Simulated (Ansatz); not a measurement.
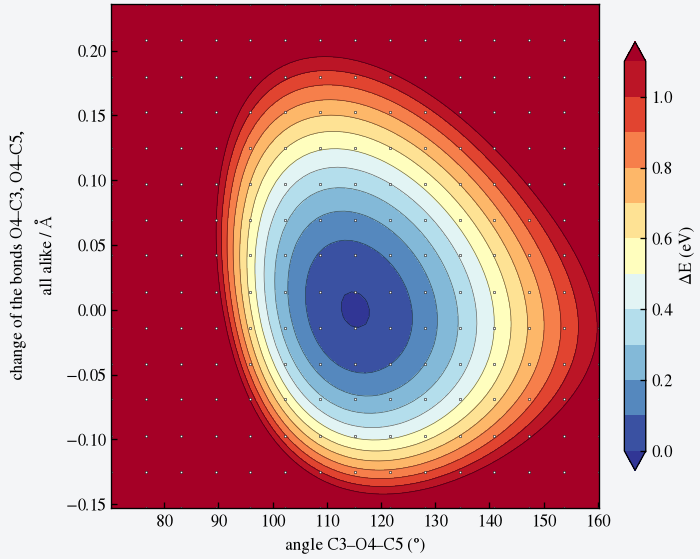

C₄H₈O, SMILES C=CCOC. 
- First axis: angle C3–O4–C5. Second axis: change of the bonds O4–C3, O4–C5, all alike.
- Nothing is relaxed (all other coordinates rigid).
- The scan uses a 15 × 15 grid.
- Points are written as (first, second).
- Energies are in eV, from the lowest grid point.
- The calculation used RHF/def2-SVP in Ansatz.

In the figure: filled contours, dots at the grid points, one colour for all values above the top of the scale. Between grid points the surface is interpolated.

Q: Where is the minimum, and how stiff is the well along each coordinate?

A: The interpolated minimum is at angle C3–O4–C5 ≈ 115.2°, the second coordinate ≈ 0.000 Å. The curvatures there are about 7.5 eV/rad² and 85 eV/Å², with a cross term of about 4.2 eV/(rad·Å). Round the minimum the valley is somewhat tilted: raising angle C3–O4–C5 shifts the best value of the second coordinate downwards (coupling k₁₂/√(k₁₁k₂₂) about 0.2).
